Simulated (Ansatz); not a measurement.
## Fields on a plane of PtTe2 (space group P-3m1)

```yaml
crystal:
  lattice:
    - [4.05231, 0.00000, 0.00000]
    - [-2.02615, 3.50940, 0.00000]
    - [0.00000, 0.00000, 5.09639]
  atoms:
    - { symbol: Te, position: [0.66667, 0.33333, 0.73307] }
    - { symbol: Te, position: [0.33333, 0.66667, 0.26693] }
    - { symbol: Pt, position: [0.00000, 0.00000, 0.00000] }
```

The slice is a (1 -1 0 0) plane (indices of the conventional cell) through the point (0.333, 0.667, 0.267) (fractional), spanned by u = [110] and v = [001] in vectors of this cell: u (4.05 Å) and v (5.10 Å, at 90° to u). It covers one period; positions are fractions (u, v).

Atoms on it: Te at (0.00, 0.00).

Calculation: PBE-D3(BJ) (plane waves to 420 eV, PAW, scalar-relativistic; Ansatz, a quantum-chemistry and plane-wave program). k mesh 13×13×9. Near the nuclei the fields are pseudised (PAW); where an atom keeps semicore shells as valence, they peak there. PtTe2 is run without spin polarisation. PtTe2 was relaxed with its symmetry unable to fall. Spin-orbit coupling is left out, though Pt and Te are heavy.

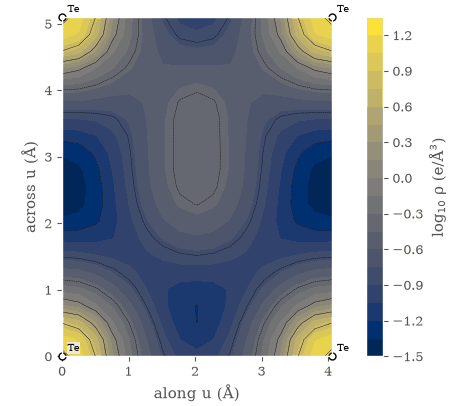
*Log₁₀ of the valence density in e/Å³, one period of the plane, atoms marked. The scale is logarithmic, as a density can span decades between atoms and voids.*

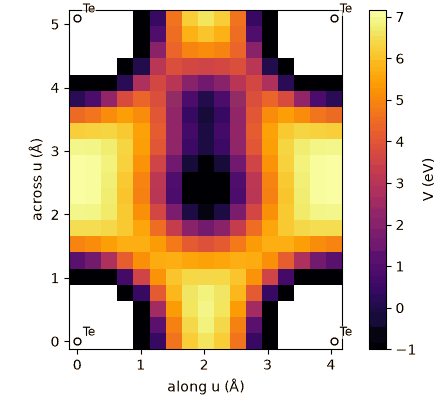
Fig. 1. Electrostatic potential energy of an electron, from the cell's mean, in eV, one period of the plane, atoms marked. Points within 1 Å of a nucleus are left white, as the pseudised field means little there. Values under -1 eV are set to -1. The zero, the cell's mean, hangs on the PAW cores.
